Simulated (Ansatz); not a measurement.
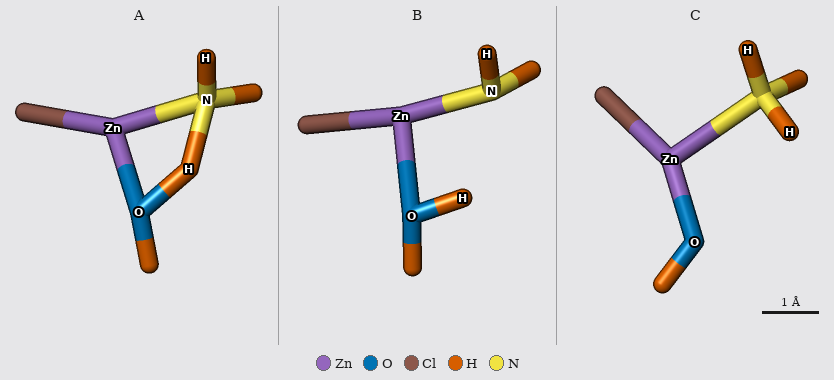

Three geometries of ZnNH4OCl: a saddle point and the two minima that it joins, in shuffled order. The picture is a stick view, seen at a tilt. Sticks join atoms that are closer than about 1.2 times the sum of their covalent radii (a little more with hydrogen).

Stationary points at PBE0-D4/def2-TZVP, single-point energies with PBE0-D4, PBE-D4, PBE-QIDH (frozen core (def2-TZVPP where no basis is named; Ansatz 0.2.0). The energies are electronic, without zero-point or thermal terms, and both ends are the minima reached downhill from the saddle, with any fragments still in contact.

**Identify the saddle point and describe the reaction.**

Frame A is the saddle point. Counted by bonded pieces, C holds ZnH₄NClO and B holds H₂O + ZnH₂NCl. From C over the saddle to B, a bond forms: H–O (2.62 → 1.18 → 0.98 Å). Bonds break: O–Zn (1.81 → 2.03 → 2.22 Å), H–N (1.02 → 1.35 → 2.07 Å). Bonds that stay but change much: N–Zn (2.13 → 1.96 → 1.87 Å). The saddle has one imaginary mode, 1011i cm⁻¹. With PBE0-D4 the barrier is 18.6 kcal/mol from C and 4.8 kcal/mol from B, and B lies 13.8 kcal/mol above C.

```tsv
level	barrier from C (kcal/mol)	barrier from B (kcal/mol)	B less C (kcal/mol)
PBE0-D4	18.6	4.8	13.8
PBE-D4	16.9	3.9	13.1
PBE-QIDH (frozen core	19.9	5.4	14.5
```
